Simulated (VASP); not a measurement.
Band structure of Sr (space group Fm-3m). Level of theory: PBE GGA, VASP's PBE PAW potentials (set 64) (plane waves; VASP).

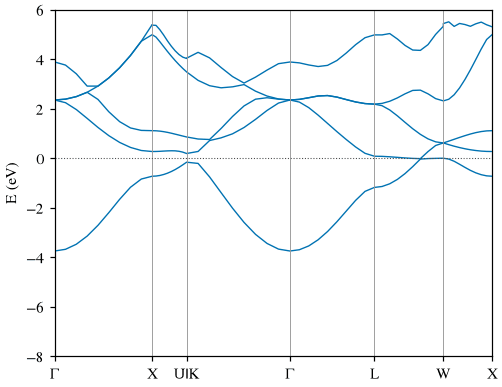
Fig. 1. Bands along high-symmetry lines, zero at the valence-band maximum or, without a gap, the Fermi level

Problem. Read the plot: is there a gap, and where are the band edges?

Solution. It has no gap at this level: it comes out as a metal or semimetal.

The structure is a typed Sr crystal (Fm-3m). The cell was not relaxed at this level.
